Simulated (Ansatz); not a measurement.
# BAsH₆SO₂: single-point calculation

System: BAsH₆SO₂.
Method: RKS PBE0-D4/def2-TZVPP (Ansatz 0.2.0).

The geometry is the reactant side of a reaction. The reaction was set up to form B1–As6 and S2–H5 and to break B1–S2 and H5–As6 (atoms counted from 1 in the order of the input); sticks are drawn by distance alone. The geometry comes from this level: PBE0-D4/def2-TZVP.

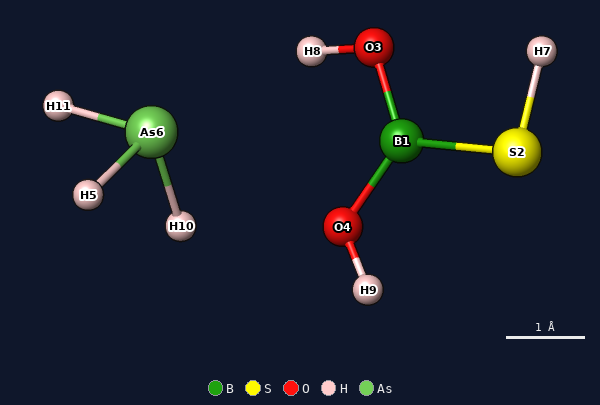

Fig. 1: The structure (ball-and-stick view, seen at a tilt; atoms are numbered from 1 in the order of the input). Bond lengths as drawn: As–H 1.52 Å, B–O 1.35 to 1.37 Å, B–S 1.83 Å, H–O 0.96 to 0.97 Å and H–S 1.34 Å.

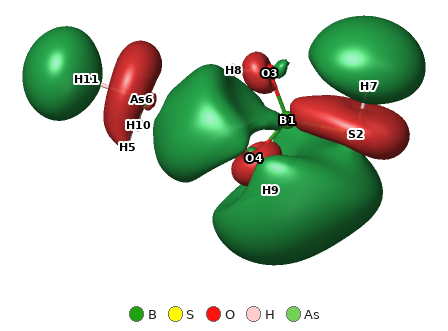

Fig. 2: The LUMO at ±0.06 Å⁻³ᐟ² (green and red are the two phases), seen at a tilt. By Hirshfeld shares it lies mainly on S2 (20 %), H9 (20 %), As6 (15 %), H7 (10 %) and B1 (10 %). Its energy is 0.19 eV.

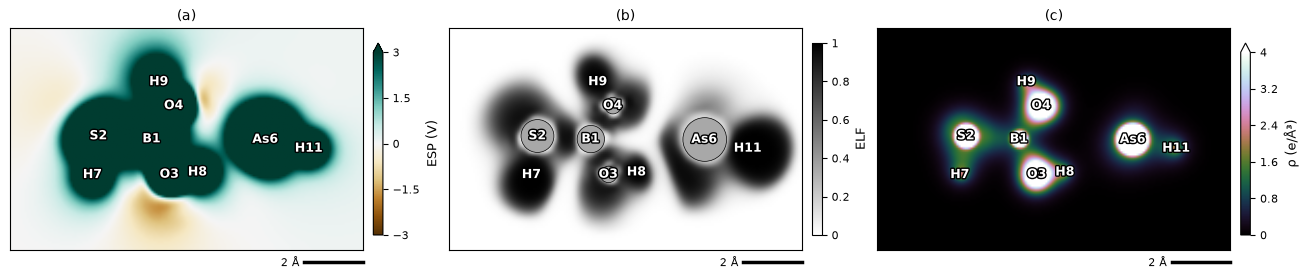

Fig. 3: (a) electrostatic potential; (b) electron localisation function; (c) total electron density on the plane of atoms O3, B1 and O4. Grey discs, where drawn, cover atomic cores. Atoms in the plane: B, S, O, As and H. As6···H8 (2.58 Å): ρ at the midpoint is about 0.25 e/Å³, with its minimum of 0.11 e/Å³ about 1.7 Å from As; the ELF is only about 0.10 between them; a non-bonded, intermolecular contact. B–O (1.35 Å): ρ is about 2.2 e/Å³ halfway; the ELF peaks at about 0.90 between the atoms (a polar covalent bond). B–S (1.83 Å): ρ is about 1.2 e/Å³ halfway; the ELF peaks at about 0.95 between the atoms, as expected for localised, shared-pair bonding.

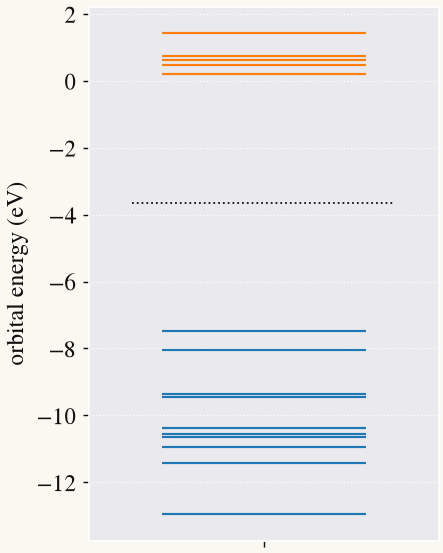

Fig. 4: Orbital energies near the frontier; the dotted line parts filled from empty levels, and levels within 0.02 eV of each other stand side by side. Highest filled −7.48 eV, lowest empty 0.19 eV, 7.67 eV apart.

The input and output of the run follow.

**The input**
```yaml
crystal:
  periodic: [false, false, false]
  atoms:
    - {symbol: B, position_ang: [0.161577, 0.029016, -1.508187]}
    - {symbol: S, position_ang: [0.598064, 0.121483, -3.281707]}
    - {symbol: O, position_ang: [-1.123207, -0.176971, -1.140406]}
    - {symbol: O, position_ang: [1.131859, 0.167355, -0.551701]}
    - {symbol: H, position_ang: [0.231837, 1.146538, 2.615671]}
    - {symbol: As, position_ang: [-0.571822, -0.103215, 2.315863]}
    - {symbol: H, position_ang: [-0.654987, -0.066533, -3.720630]}
    - {symbol: H, position_ang: [-1.226530, -0.204185, -0.176991]}
    - {symbol: H, position_ang: [2.014552, 0.310894, -0.897395]}
    - {symbol: H, position_ang: [0.582985, -1.035030, 2.625115]}
    - {symbol: H, position_ang: [-1.144427, -0.189452, 3.720367]}
basis:
  gaussian: {orbitals: def2-TZVPP}
hamiltonian: {xc: pbe0, dispersion: d4}
output: {orbitals: {seedname: orbitals}}
```

Launch command:
```bash
ansatz run in.yaml --threads 8 --pin off --events-out ev --progress --plain --max-ram 19148MiB
```

**The program's output**
```
Functional definition: PBE0
  name "PBE0"
  cite "Adamo & Barone, J. Chem. Phys. 110, 6158 (1999) doi:10.1063/1.478522"
  cite "Perdew, Burke & Ernzerhof, Phys. Rev. Lett. 77, 3865 (1996) doi:10.1103/PhysRevLett.77.3865"
  parent pbe
  parameter a = 0.25
  parameter kappa = 0.804
  parameter beta = 0.06672455060314922
  exchange = (1 - a)*pbe_x(kappa = kappa, mu = beta*pi^2/3) + a*exact_x
  correlation = pbe_c(beta = beta)
1563 factors; their error is unknown
mean field evaluation 1: about -76526.8150 eV, gradient 6.7e1 eV
mean field evaluation 2: about -76517.6627 eV, gradient 9.8e1 eV
mean field evaluation 4: about -76533.9859 eV, gradient 2.7e0 eV
mean field evaluation 8: about -76533.9985 eV, gradient 5.3e-2 eV
mean field evaluation 16: about -76534.2678 eV, gradient 6.4e-5 eV
mean field -76534.26781136 eV, -2812.5824652775 hartree, gradient 6.4e-5 eV, S^2 0.000000; 0 other end points of the search recorded, 0 dependent functions left out
reference -76534.26784621 eV, -2812.5824665584 hartree; 38, 38 occupied and 229, 229 virtual orbitals, 1563 factors
Total energy: -76534.45493612 eV, -2812.5893419856 hartree
```

**Key numbers**

| quantity | value |
| --- | --- |
| outcome | converged |
| total energy | −76534.4549 eV |
| mean-field energy | −76534.2678 eV |
| dispersion energy | −0.1871 eV |
| SCF solution under orbital rotations | stable |
| HOMO | −7.48 eV |
| LUMO | 0.19 eV |
| hardware | 8 threads of Arm Neoverse V2, 23 GiB of memory available, shared host |
| wall time | 2.1 s (CPU time 15 s) |
| peak memory | 0.82 GiB |
